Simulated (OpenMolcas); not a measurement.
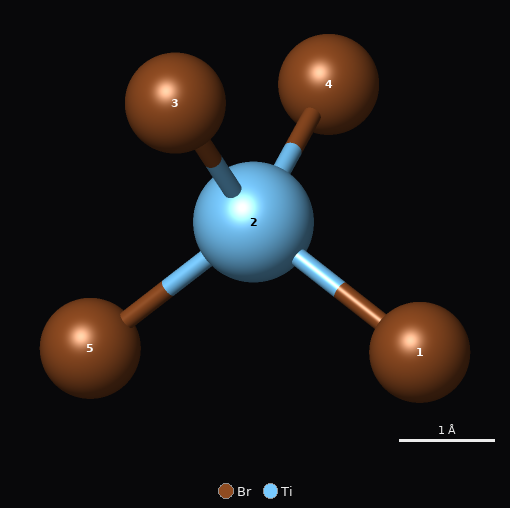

**Figure 1.** The input geometry (ball-and-stick view, seen at a tilt; atoms are numbered from 1 in the order of the input). Sticks mark near contacts. Bond lengths as drawn: Br–Ti 2.34 Å.

## Single-point calculation of TiBr$_{4}$ (part 1 of 3)

- system: TiBr$_{4}$, SMILES [Br][Ti]([Br])([Br])[Br]
- method: CASSCF/ANO-RCC-VDZP, DKH2 (OpenMolcas 26.06)

The geometry comes from this level: GFN2-xTB.

Input file:
```
&GATEWAY
 Coord
 5
 bohr
 Br    -2.06424233     0.03707643     3.91611724
 Ti     0.00009449    -0.00020787     0.00011338
 Br     3.74696786    -2.33430309     0.32896352
 Br    -2.63206724    -1.85474729    -3.03799931
 Br     0.94922833     4.15216293    -1.20719484
 Basis=ANO-RCC-MB
 Group=NoSym

&SEWARD

&RASSCF
 FileOrb=$CurrDir/step1.ScfOrb
 Spin=1
 Nactel=4 0 0
 Inactive=79
 Ras2=4
 OrbListing=Nothing
>>> COPY $Project.RunFile RUNFIL1
>>> COPY $Project.RasOrb INPORB

&GATEWAY
 Coord
 5
 bohr
 Br    -2.06424233     0.03707643     3.91611724
 Ti     0.00009449    -0.00020787     0.00011338
 Br     3.74696786    -2.33430309     0.32896352
 Br    -2.63206724    -1.85474729    -3.03799931
 Br     0.94922833     4.15216293    -1.20719484
 Basis=ANO-RCC-VDZP
 Group=NoSym
 RICD

&SEWARD
>>> COPY $Project.RunFile RUNFIL2

&EXPBAS

&RASSCF
 FileOrb=$Project.ExpOrb
 Spin=1
 Nactel=4 0 0
 Inactive=79
 Ras2=4
 OrbListing=Nothing
```

Machine: 1 thread of Arm Neoverse V1, 24 GiB of memory available, shared host.

Run as:
```bash
export MOLCAS_MEM=1860
pymolcas step2.inp > step2.log
```

The program's output:
```
--- Start Module: gateway ---

                                              &GATEWAY

                       available to each process: 1.9 GB of memory, 1 thread

++    Symmetry information:
      ---------------------

                    Character Table for C1

                             E
                    a        1  x, y, xy, Rz, z, xz, Ry, yz, Rx, I
--

++    Basis set information:
      ----------------------

      Basis set label: BR.ANO-RCC...4S3P1D.

      Electronic valence basis set:
      ------------------
      Associated Effective Charge  35.000000 au
      Associated Actual Charge     35.000000 au
      Nuclear Model: Point charge

      Shell  nPrim  nBasis  Cartesian Spherical Contaminant
         s      20       4        X
         p      17       3        X
         d      11       1                 X

      Basis set label: TI.ANO-RCC...4S3P1D.

      Electronic valence basis set:
      ------------------
      Associated Effective Charge  22.000000 au
      Associated Actual Charge     22.000000 au
      Nuclear Model: Point charge

      Shell  nPrim  nBasis  Cartesian Spherical Contaminant
         s      21       4        X
         p      15       3        X
         d      10       1                 X

      Basis set label: BR.ANO-RCC...4S3P1D.

      Electronic valence basis set:
      ------------------
      Associated Effective Charge  35.000000 au
      Associated Actual Charge     35.000000 au
      Nuclear Model: Point charge

      Shell  nPrim  nBasis  Cartesian Spherical Contaminant
         s      20       4        X
         p      17       3        X
         d      11       1                 X
--

++    Molecular structure info:
      -------------------------

                    ************************************************
                    **** Cartesian Coordinates / bohr, angstrom ****
                    ************************************************

     Center  Label                x              y              z                     x              y              z
        1      BR1             -2.064242       0.037076       3.916117             -1.092350       0.019620       2.072320
        2      TI2              0.000094      -0.000208       0.000113              0.000050      -0.000110       0.000060
        3      BR3              3.746968      -2.334303       0.328964              1.982810      -1.235260       0.174080
        4      BR4             -2.632067      -1.854747      -3.037999             -1.392830      -0.981490      -1.607640
        5      BR5              0.949228       4.152163      -1.207195              0.502310       2.197230      -0.638820

                    ***************************************
                    *    InterNuclear Distances / bohr    *
                    ***************************************

               1 BR1           2 TI2           3 BR3           4 BR4           5 BR5
    1 BR1      0.000000
    2 TI2      4.426959        0.000000
    3 BR3      7.229196        4.426647        0.000000
    4 BR4      7.229188        4.426931        7.229004        0.000000
    5 BR5      7.229334        4.427260        7.229203        7.229142        0.000000

                    *******************************************
                    *    InterNuclear Distances / angstrom    *
                    *******************************************

               1 BR1           2 TI2           3 BR3           4 BR4           5 BR5
    1 BR1      0.000000
    2 TI2      2.342646        0.000000
    3 BR3      3.825526        2.342481        0.000000
    4 BR4      3.825522        2.342631        3.825424        0.000000
    5 BR5      3.825599        2.342805        3.825529        3.825497        0.000000
--

            Nuclear Potential Energy           1712.45185758 au

--- Stop Module: gateway /rc=_RC_ALL_IS_WELL_ ---

--- Start Module: seward ---

                                              &SEWARD

                       available to each process: 1.9 GB of memory, 1 thread

               SEWARD will generate:
                  Multipole Moment integrals up to order  2
                  Kinetic Energy integrals
                  Nuclear Attraction integrals (point charge)
                  One-Electron Hamiltonian integrals
                  Velocity integrals
                  Relativistic Douglas-Kroll-Hess integrals:
                    - Parametrization         : EXP
                    - DKH order of Hamiltonian: 2
                    - DKH order of Properties : 0
                         - multipole moment operators
                         - electric potential operators
                         - contact operators
                  Orbital angular momentum around ( -0.0000   0.0000  -0.0000 )
                  Velocity quadrupole around ( -0.0000   0.0000  -0.0000 )
                  Atomic mean-field integrals
                  Two-Electron Repulsion integrals

                   Integrals are discarded if absolute value <: 1.00E-14
                   Integral cutoff threshold is set to       <: 1.00E-16

            Nuclear Potential Energy           1712.45185758 au

      Basis set specifications :
      Symmetry species         a
      Basis functions           90

--- Stop Module: seward /rc=_RC_ALL_IS_WELL_ ---
--- Module seward spent 40 seconds ---

--- Start Module: rasscf ---

                                              &RASSCF

                       available to each process: 1.9 GB of memory, 1 thread

      Header of the ONEINT file:
      --------------------------

      OrdInt status: non-squared

      Cartesian coordinates in angstrom:
      -----------------------------------------------------
      No.  Label        X            Y            Z
      -----------------------------------------------------
       1   BR1       -1.09235000   0.01962000   2.07232000
       2   TI2        0.00005000  -0.00011000   0.00006000
       3   BR3        1.98281000  -1.23526000   0.17408000
       4   BR4       -1.39283000  -0.98149000  -1.60764000
       5   BR5        0.50231000   2.19723000  -0.63882000
      -----------------------------------------------------
      Nuclear repulsion energy = 1712.45185758

++    Wave function specifications:
      -----------------------------

      Number of closed shell electrons         158
      Number of electrons in active shells       4
      Max number of holes in RAS1 space          0
      Max nr of electrons in RAS3 space          0
      Number of inactive orbitals               79
      Number of active orbitals                  4
      Number of secondary orbitals               7
      Spin quantum number                      0.0
      State symmetry                             1
--

++    Orbital specifications:
      -----------------------

      Symmetry species                           1
                                                 a
      Frozen orbitals                            0
      Inactive orbitals                         79
      Active orbitals                            4
      RAS1 orbitals                              0
      RAS2 orbitals                              4
      RAS3 orbitals                              0
      Secondary orbitals                         7
      Deleted orbitals                           0
      Number of basis functions                 90
--

++    CI expansion specifications:
      ----------------------------

      Number of CSFs                            20
      Number of spin combinations               21
      Number of determinants                    36
      Number of root(s) required                 1
      Root chosen for geometry opt.              1
      CI root used                               1

      highest root included in the CI            1
      max. size of the explicit Hamiltonian     20
--

++    Optimization specifications:
      ----------------------------

      RASSCF algorithm: Conventional
      Maximum number of macro iterations       200
      Maximum number of SX iterations          100
      Threshold for RASSCF energy            1.000E-08
      Threshold for max MO rotation          1.000E-01
      Threshold for max BLB element          1.000E-04
      Level shift parameter                  5.000E-01
      Make Quasi-Newton update
--

      The MO-coefficients are taken from the file:
      step1.ScfOrb
      Title: SCF orbitals

      Total molecular charge    0.00

      ************************************************************************************************************************
      *                                            Wave function control section                                             *
      ************************************************************************************************************************

                                         RASSCF iterations: Energy and convergence statistics
                                         ----------------------------------------------------

          iter iter root      energy       change     param      element    value   shift minimum  type update hh:mm:ss
 Nr of preliminary CI iterations:   1
      Total energies have been shifted. Add               -11000.00 au
        1   1    7    1  -270.14336590    0.00E+00   3.23E-01*  76  82 1  8.14E-04*  0.10   0.00    SX    NO    0:00:00
        2   1    6    1  -270.14379555   -4.30E-04*  2.43E-01*  76  82 1  1.18E-03*  0.10   0.00    SX    NO    0:00:00
        3   1    6    1  -270.14426464   -4.69E-04* -1.56E-01*  74  83 1  1.15E-03*  0.10   0.00    SX    NO    0:00:00
        4   1    9    1  -270.14476553   -5.01E-04*  2.20E-01*  81  89 1  1.84E-03*  0.10   0.00    SX    NO    0:00:00
        5   1    8    1  -270.14746469   -2.70E-03*  1.41E-01*  64  83 1  7.54E-03*  0.10   2.50    LS   YES    0:00:00
        6   1    9    1  -270.15092017   -3.46E-03*  1.13E-01*  64  83 1  1.38E-02*  0.09   2.50    LS   YES    0:00:00
        7   1   49    1  -270.15425438   -3.33E-03* -2.33E-01*  64  83 1  1.72E-02*  0.09   2.50    QN   YES    0:00:00
        8   1   18    1  -270.15862329   -4.37E-03* -1.02E-01*  75  85 1 -2.06E-02*  0.09   1.30    QN   YES    0:00:00
        9   1   48    1  -270.16251460   -3.89E-03* -1.37E-01*  75  85 1 -2.42E-02*  0.09   2.50    SX   YES    0:00:00
       10   1   36    1  -270.17150400   -8.99E-03* -1.84E-01*  64  83 1  2.18E-02*  0.10   1.60    QN   YES    0:00:00
       11   1    9    1  -270.17979399   -8.29E-03* -1.48E-01*  75  85 1 -1.07E-02*  0.12   1.25    QN   YES    0:00:00
       12   1   10    1  -270.18259576   -2.80E-03* -3.71E-02   64  83 1 -8.31E-03*  0.13   0.96    QN   YES    0:00:00
       13   1   10    1  -270.18325876   -6.63E-04* -8.22E-02   75  85 1 -1.01E-02*  0.13   1.28    QN   YES    0:00:00
       14   1    9    1  -270.18366420   -4.05E-04*  4.62E-02   64  83 1  1.25E-02*  0.13   0.67    QN   YES    0:00:00
       15   1    8    1  -270.18396393   -3.00E-04*  1.35E-02   64  83 1  8.92E-03*  0.13   0.78    QN   YES    0:00:00
       16   1    9    1  -270.18403568   -7.18E-05*  2.06E-02   64  83 1  7.21E-03*  0.13   2.50    SX   YES    0:00:00
       17   1    8    1  -270.18445728   -4.22E-04*  1.99E-02   80  85 1 -1.52E-03*  0.14   1.31    QN   YES    0:00:00
       18   1    8    1  -270.18457604   -1.19E-04*  1.72E-02   81  89 1  6.49E-04*  0.14   1.25    QN   YES    0:00:00
       19   1    8    1  -270.18464051   -6.45E-05* -2.13E-02   75  82 1 -9.71E-04*  0.14   1.21    QN   YES    0:00:00
       20   1    8    1  -270.18468767   -4.72E-05* -3.39E-02   81  86 1 -9.16E-04*  0.14   1.47    QN   YES    0:00:00
       21   1    8    1  -270.18473563   -4.80E-05* -1.87E-02   71  84 1 -1.58E-03*  0.14   1.28    QN   YES    0:00:00
       22   1    8    1  -270.18475796   -2.23E-05* -2.14E-02   71  84 1 -9.44E-04*  0.14   2.24    LS   YES    0:00:00
       23   1    8    1  -270.18476616   -8.20E-06* -6.50E-03   71  84 1 -8.69E-04*  0.14   0.95    QN   YES    0:00:00
       24   1    8    1  -270.18477765   -1.15E-05* -2.32E-02   71  84 1 -7.60E-04*  0.14   2.44    QN   YES    0:00:00
       25   1    7    1  -270.18479791   -2.03E-05*  1.40E-02   81  86 1  4.34E-04*  0.13   1.08    QN   YES    0:00:00
       26   1    7    1  -270.18480300   -5.09E-06*  1.97E-02   72  89 1  6.62E-04*  0.13   2.50    LS   YES    0:00:00
       27   1    7    1  -270.18480587   -2.86E-06*  8.59E-03   72  89 1  6.28E-04*  0.13   1.14    QN   YES    0:00:00
       28   1    7    1  -270.18481215   -6.28E-06*  1.69E-02   71  85 1 -2.91E-04*  0.13   1.93    QN   YES    0:00:00
       29   1    7    1  -270.18481895   -6.80E-06*  1.08E-02   81  86 1 -2.95E-04*  0.13   1.39    QN   YES    0:00:00
       30   1    7    1  -270.18482270   -3.75E-06*  1.92E-02   81  86 1 -3.95E-04*  0.13   1.62    QN   YES    0:00:00
       31   1    7    1  -270.18482862   -5.91E-06*  3.21E-02   72  89 1 -5.16E-04*  0.13   1.60    QN   YES    0:00:00
       32   1    7    1  -270.18483649   -7.87E-06*  4.13E-02   75  85 1 -5.44E-04*  0.13   2.50    LS   YES    0:00:00
       33   1    8    1  -270.18484329   -6.80E-06*  5.10E-02   74  86 1 -7.62E-04*  0.12   2.50    LS   YES    0:00:00
       34   1    8    1  -270.18484849   -5.21E-06*  1.19E-01*  74  86 1 -1.07E-03*  0.12   2.50    QN   YES    0:00:00
       35   1    8    1  -270.18485750   -9.00E-06*  1.91E-02   74  86 1 -1.49E-03*  0.12   0.73    QN   YES    0:00:00
       36   1    8    1  -270.18488987   -3.24E-05*  6.58E-02   71  85 1  1.15E-03*  0.12   2.33    QN   YES    0:00:00
       37   1    8    1  -270.18496990   -8.00E-05* -2.34E-02   80  84 1  8.25E-04*  0.11   1.18    QN   YES    0:00:00
       38   1    8    1  -270.18502689   -5.70E-05*  3.60E-02   72  89 1  1.38E-03*  0.12   1.11    QN   YES    0:00:00
       39   1    8    1  -270.18505584   -2.90E-05*  2.54E-02   74  86 1  1.00E-03*  0.11   1.11    QN   YES    0:00:00
       40   1    8    1  -270.18510147   -4.56E-05*  2.89E-02   71  85 1 -1.07E-03*  0.11   1.52    QN   YES    0:00:00
       41   1    8    1  -270.18514978   -4.83E-05* -3.23E-02   71  85 1 -9.86E-04*  0.11   1.94    QN   YES    0:00:00
       42   1    8    1  -270.18520349   -5.37E-05* -3.75E-02   78  83 1  9.57E-04*  0.11   1.70    QN   YES    0:00:00
       43   1    8    1  -270.18524396   -4.05E-05*  2.44E-02   78  83 1  9.88E-04*  0.11   1.69    QN   YES    0:00:00
       44   1    8    1  -270.18527776   -3.38E-05*  2.74E-02   74  86 1 -8.39E-04*  0.11   1.32    QN   YES    0:00:00
       45   1    8    1  -270.18529721   -1.95E-05* -1.38E-02   71  85 1  4.54E-04*  0.11   1.38    QN   YES    0:00:00
       46   1    8    1  -270.18531065   -1.34E-05* -5.23E-03   80  85 1 -6.45E-04*  0.11   1.21    QN   YES    0:00:00
       47   1    8    1  -270.18531793   -7.28E-06* -5.96E-03   80  85 1 -5.78E-04*  0.11   2.17    LS   YES    0:00:00
       48   1    8    1  -270.18532039   -2.46E-06*  2.08E-03   80  85 1 -5.05E-04*  0.11   0.89    QN   YES    0:00:00
       49   1    7    1  -270.18532389   -3.50E-06*  3.04E-03   80  85 1 -2.59E-04*  0.11   2.49    LS   YES    0:00:00
       50   1    7    1  -270.18532591   -2.01E-06* -3.82E-03   64  83 1 -3.29E-04*  0.11   1.01    QN   YES    0:00:00
       51   1    7    1  -270.18532753   -1.62E-06* -5.61E-03   64  83 1 -2.27E-04*  0.11   2.50    LS   YES    0:00:00
```
